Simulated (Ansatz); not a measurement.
# GeH4O2 (SMILES [OH][GeH2][OH]) at MP2/cc-pVDZ

What is the energy change on altering one bond length of GeH4O2 at MP2/cc-pVDZ? 

The calculation is run with Ansatz 0.2.0.

53 further runs of the same task are left out: 53 set aside as unsound or not needed.

### 1 The molecule

GeH4O2 has 7 atoms, charge 0, and is taken as a singlet. As SMILES, `[OH][GeH2][OH]`. Geometry: relaxed at PBE0-D4/def2-TZVP. This is one conformer, not always the lowest.

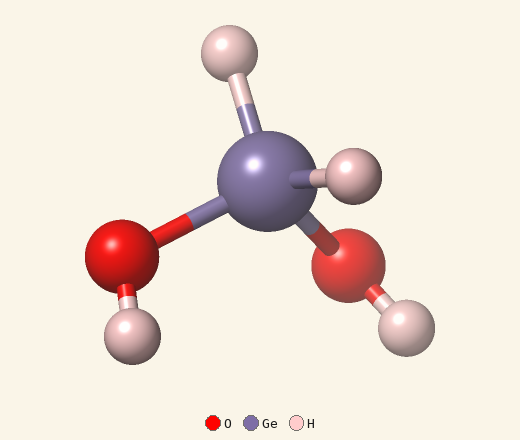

Viewed from a chosen angle; oxygen red, germanium purple, hydrogen pink.

### 2 A single-point energy at MP2/cc-pVDZ

The input, run.yaml:

```yaml
crystal:
  periodic: [false, false, false]
  atoms:
    - {symbol: O, position_ang: [-1.491300, -0.416000, -0.173900]}
    - {symbol: Ge, position_ang: [0.023500, 0.377000, 0.305300]}
    - {symbol: O, position_ang: [1.347400, -0.798900, 0.400600]}
    - {symbol: H, position_ang: [-1.634900, -0.418700, -1.122100]}
    - {symbol: H, position_ang: [0.363400, 1.460500, -0.739100]}
    - {symbol: H, position_ang: [-0.172500, 0.863100, 1.737300]}
    - {symbol: H, position_ang: [1.625600, -1.135200, -0.453800]}
basis:
  gaussian:
    orbitals: cc-pVDZ
correlation:
  method: mp2
  frozen_orbitals: {Ge: 9, H: 0, O: 1}
accuracy: high
```

Command:

```console
$ ansatz run run.yaml --threads 1 --pin off --max-ram 3480MiB --events-out events.jsonl --progress --plain --runs-dir runs
```

Output:

```text
Warning: RAYON_NUM_THREADS=1 ignored (pool sized by the plan → 1); use --threads N
Functional definition: HF
  name "HF"
  exchange = exact_x
  correlation = 0
1673 factors; integrals over basis functions are off by at most 4.6e-9 eV
mean field evaluation 1: about -60607.7620 eV, gradient 4.4e1 eV
mean field evaluation 2: about -60607.7762 eV, gradient 4.4e1 eV
mean field evaluation 4: about -60611.4930 eV, gradient 2.3e0 eV
mean field evaluation 8: about -60611.5124 eV, gradient 9.8e-2 eV
mean field -60611.51252022 eV, -2227.4320011592 hartree, gradient 2.7e-8 eV, S^2 0.000000; 0 other end points of the search recorded, 0 dependent functions left out
11 core orbitals not correlated: weight in the atoms' cores, before any rotation towards them, 1.000 or more for the frozen orbitals, at most 0.000 for the correlated occupied ones
reference -60611.51252022 eV, -2227.4320011592 hartree; 15, 15 occupied and 49, 49 virtual orbitals, 1673 factors
second order -13.59934516 eV of doubles, -0.00000000 eV of singles
Total energy: -60625.11186537 eV, -2227.9317678758 hartree
```

Wall time 2.4 s (1 thread of Arm Neoverse V2, shared host); peak memory 0.2 GiB.

### 3 The distorted shape at the same level

The input, in.yaml:

```yaml
crystal:
  periodic: [false, false, false]
  atoms:
    - {symbol: O, position_ang: [-1.376424, -0.413840, 0.584632]}
    - {symbol: Ge, position_ang: [0.138376, 0.379160, 1.063832]}
    - {symbol: O, position_ang: [1.462276, -0.796740, 1.159132]}
    - {symbol: H, position_ang: [-1.634900, -0.418700, -1.122100]}
    - {symbol: H, position_ang: [0.478276, 1.462660, 0.019432]}
    - {symbol: H, position_ang: [-0.057624, 0.865260, 2.495832]}
    - {symbol: H, position_ang: [1.740476, -1.133040, 0.304732]}
basis:
  gaussian:
    orbitals: cc-pVDZ
correlation:
  method: mp2
  frozen_orbitals: {Ge: 9, H: 0, O: 1}
accuracy: high
```

Command:

```console
$ ansatz run in.yaml --threads 1 --pin off --max-ram 3480MiB --events-out events.jsonl --progress --plain --runs-dir runs
```

Output (excerpt; [...] marks lines left out):

```text
Warning: RAYON_NUM_THREADS=1 ignored (pool sized by the plan → 1); use --threads N
Functional definition: HF
  name "HF"
[...]
1673 factors; integrals over basis functions are off by at most 4.5e-9 eV
[...]
mean field -60606.76059102 eV, -2227.2573709823 hartree, gradient 1.5e-8 eV, S^2 0.000000; 0 other end points of the search recorded, 0 dependent functions left out; unrestricted orbitals would lower it
unrestricted determinant -60608.02686564 eV, -2227.3039057163 hartree, S^2 0.7713
11 core orbitals not correlated: weight in the atoms' cores, before any rotation towards them, 1.000 or more for the frozen orbitals, at most 0.000 for the correlated occupied ones
reference -60606.76059102 eV, -2227.2573709823 hartree; 15, 15 occupied and 49, 49 virtual orbitals, 1673 factors
second order -14.45609131 eV of doubles, -0.00000000 eV of singles
Total energy: -60621.21668233 eV, -2227.7886225391 hartree
```

It took 3.9 s on 1 thread of Arm Neoverse V2, shared host; peak memory 0.23 GiB.

### 4 Outcome

Level: MP2/cc-pVDZ, 11 core orbitals frozen.

```
                                                         quantity           value
                                        first shape: total energy  -2227.93177 Eh
        first shape: correlation energy (11 core orbitals frozen)      -499.8 mEh
                                    distorted shape: total energy  -2227.78862 Eh
    distorted shape: correlation energy (11 core orbitals frozen)      -531.3 mEh
energy change with the O1–H4 bond stretched from 0.959 to 1.726 Å        3.895 eV
```

What this shows: One bond (distorted shape) is far stretched, which a spin-restricted single reference describes badly; perturbation theory on it can break down and give far too much correlation. With the O1–H4 bond stretched from 0.959 to 1.726 Å the energy rises by 3.90 eV (90 kcal/mol). The first shape isn't relaxed at this level, so the change isn't measured from a minimum. A restricted reference can't describe the breaking bond well at this length. The restricted solution (distorted shape) is unstable to spin breaking: an unrestricted one lies lower.
